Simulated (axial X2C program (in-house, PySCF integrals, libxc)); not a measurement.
**Relativistic diatomic calculation, with input and output: WSi⁺**

WSi⁺. The reference is closed-shell WSi²⁺; the roots are the vertical energy changes on adding an electron to it, which gives states of WSi⁺. The distance is the PBE0 minimum at charge 1. Computed at this level: EOM-EA-CCSD, two-component X2C with atomic mean-field Coulomb and Gaunt terms, W dyall-acv3z, Si dyall-av3z (cores contracted) (axial X2C program (in-house, PySCF integrals, libxc)).

### The input
```
{"zs": [74, 14], "q": 1, "bas": ["dyall-acv3z", "dyall-av3z"], "r0": 2.53, "eom": "ea", "thr": -2.0, "nmax": 92, "grid": [1, 0.96, 1.045, 0.92, 1.09, 1.15]}
```

The line is the task of a batch: nuclear charges, charge, bases, a first guess of the distance and further settings. This report covers the levels named above. The log is that of the reference distance 2.416 Å.

Hardware: 1 thread of Arm Neoverse V2, 24 GiB of memory available, shared host.

Launched within a batch (the task file carries these settings):
```bash
python <driver script> task.json out
```

### Log
```
two-component X2C + atomic mean field  HF
basis functions 256  fitting functions 1275  grid points 5082
iter        total energy     max residual
   1     -16425.781051971     9.98e-01
   2     -16425.829695719     1.75e-02
   3     -16425.832966238     2.32e-02
   4     -16425.836764780     2.33e-03
   5     -16425.838013731     1.61e-03
   6     -16425.838958254     9.92e-04
   7     -16425.839333712     7.07e-04
   8     -16425.839498161     5.62e-04
   9     -16425.839643614     3.56e-04
  10     -16425.839697954     1.56e-04
  11     -16425.839708204     7.62e-05
  12     -16425.839710461     4.38e-05
  13     -16425.839711065     3.43e-05
  14     -16425.839711375     2.43e-05
  15     -16425.839711576     1.12e-05
  16     -16425.839711618     3.10e-06
  17     -16425.839711621     1.60e-06
  18     -16425.839711621     1.09e-06
converged
one-electron -22948.52091480  Coulomb 6653.27387428  exact exchange -343.46412185  xc functional 0.00000000  nuclear repulsion 226.91539342  atomic mean-field constant -14.04394268
correlated 8  virtual 338  natural virtual 92  E(MP2) -0.168221388  MP2 remainder -0.020318860
iter   CCSD correlation   residual
   1     -0.167711332   1.80e-01
   2     -0.179833908   1.08e-01
   3     -0.186187628   7.08e-02
   4     -0.189441400   4.81e-02
   5     -0.191398127   3.13e-02
   6     -0.192396198   2.17e-02
   7     -0.193066706   1.45e-02
   8     -0.193472933   8.60e-03
   9     -0.193552325   5.34e-03
  10     -0.193643181   3.58e-03
  11     -0.193619868   2.09e-03
  12     -0.193642623   1.22e-03
  13     -0.193648137   7.39e-04
  14     -0.193656464   5.12e-04
  15     -0.193663943   3.79e-04
  16     -0.193664916   2.97e-04
  17     -0.193664445   2.40e-04
  18     -0.193663099   1.97e-04
  19     -0.193660432   1.52e-04
  20     -0.193660415   1.09e-04
  21     -0.193659066   7.97e-05
  22     -0.193658477   5.66e-05
  23     -0.193657862   4.07e-05
  24     -0.193657260   2.98e-05
  25     -0.193657121   2.13e-05
  26     -0.193657078   1.65e-05
  27     -0.193657100   1.32e-05
  28     -0.193657230   1.01e-05
  29     -0.193657252   7.62e-06
  30     -0.193657360   5.75e-06
  31     -0.193657443   4.15e-06
  32     -0.193657528   2.97e-06
  33     -0.193657619   2.19e-06
  34     -0.193657675   1.61e-06
  35     -0.193657725   1.24e-06
  36     -0.193657756   9.23e-07
  37     -0.193657765   6.92e-07
(T) -0.013167165302589573  T1 0.1032  D1 0.1654  max T2 0.149
EOM-EA-CCSD roots
2*Omega      energy/Eh   energy/eV  one-particle weight
    1      -0.48138450    -13.0991      0.865
    1      -0.42590817    -11.5896      0.850
    1      -0.40451863    -11.0075      0.013
    1      -0.38735786    -10.5405      0.234
    1      -0.38005329    -10.3418      0.715
    3      -0.48126249    -13.0958      0.882
    3      -0.40488166    -11.0174      0.753
    3      -0.40045802    -10.8970      0.241
    3      -0.37758204    -10.2745      0.004
    5      -0.44989127    -12.2422      0.751
    5      -0.38674364    -10.5238      0.017
    7      -0.36976109    -10.0617      0.000
```

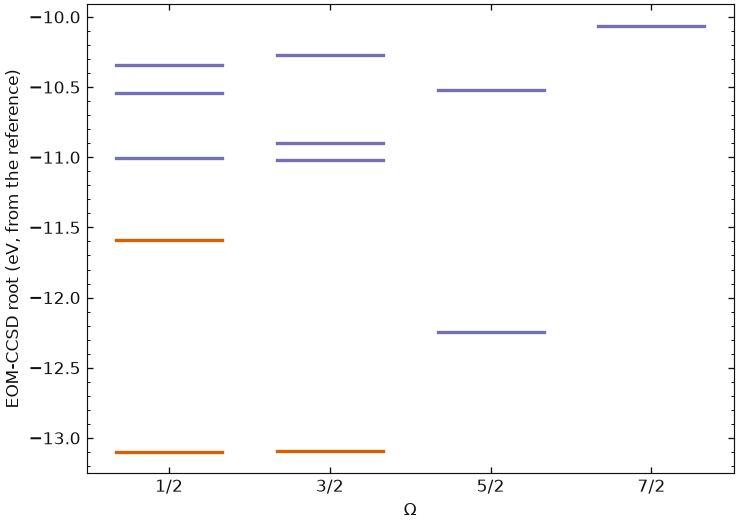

Fig. 1: EOM-CCSD roots by Ω at 2.42 Å; roots whose one-particle weight is under 0.8 have the second colour. The lowest has Ω = 1/2 and lies at −13.099 eV, with one-particle weight 0.87. 9 of the 12 roots are less well described at this level.

### Summary

| quantity | value |
| --- | --- |
| outcome | converged |
| HF energy of the reference WSi²⁺ | −16425.83971 hartree |
| MP2 energy of the reference WSi²⁺ | −16426.00793 hartree |
| CCSD energy of the reference WSi²⁺ (with the MP2 share of the virtual spinors left out of the coupled-cluster step) | −16426.05369 hartree |
| CCSD(T) energy of the reference WSi²⁺ | −16426.06686 hartree |
| T1 diagnostic (spinor form; for a closed shell √2 times the usual value) | 0.103 |
| wall time | 14 s |
| peak memory | 0.71 GiB |
